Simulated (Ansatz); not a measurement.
## Response to strain in WC

The parent structure is WC (space group P-6m2, No. 187; relaxed with 0.1 eV smearing).

```
CELL_PARAMETERS angstrom
      2.89911     0.00000     0.00000
     -1.44955     2.51070     0.00000
      0.00000     0.00000     2.82680
ATOMIC_POSITIONS crystal
  W  0.00000 0.00000 0.00000
  C  0.33333 0.66667 0.50000
```

Cartesian axes are those of the cell as printed.

Strains are applied to the cell and any free atomic positions relax.

Computed with PBEsol, PAW, 420 eV (Ansatz, a first-principles code; without spin-orbit coupling).

Notes on the quantities. energy relative to the base: free energy F.

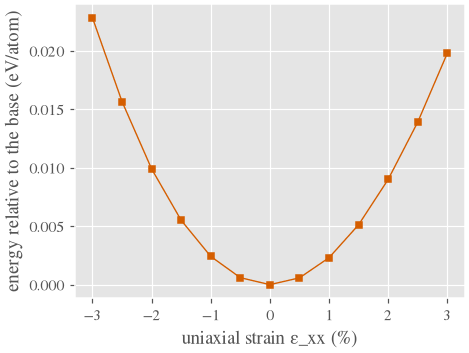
Energy relative to the base against uniaxial strain ε_xx

```json
[
 {"uniaxial strain ε_xx (%)": "-3", "energy relative to the base": "+23 meV/atom"},
 {"uniaxial strain ε_xx (%)": "-2.5", "energy relative to the base": "+16 meV/atom"},
 {"uniaxial strain ε_xx (%)": "-2", "energy relative to the base": "+9.9 meV/atom"},
 {"uniaxial strain ε_xx (%)": "-1.5", "energy relative to the base": "+5.5 meV/atom"},
 {"uniaxial strain ε_xx (%)": "-1", "energy relative to the base": "+2.4 meV/atom"},
 {"uniaxial strain ε_xx (%)": "-0.5", "energy relative to the base": "+0.6 meV/atom"},
 {"uniaxial strain ε_xx (%)": "0.5", "energy relative to the base": "+0.6 meV/atom"},
 {"uniaxial strain ε_xx (%)": "1", "energy relative to the base": "+2.3 meV/atom"},
 {"uniaxial strain ε_xx (%)": "1.5", "energy relative to the base": "+5.1 meV/atom"},
 {"uniaxial strain ε_xx (%)": "2", "energy relative to the base": "+9.0 meV/atom"},
 {"uniaxial strain ε_xx (%)": "2.5", "energy relative to the base": "+14 meV/atom"},
 {"uniaxial strain ε_xx (%)": "3", "energy relative to the base": "+20 meV/atom"}
]
```

No phonon test of stability was made. All final runs are without spin polarisation.
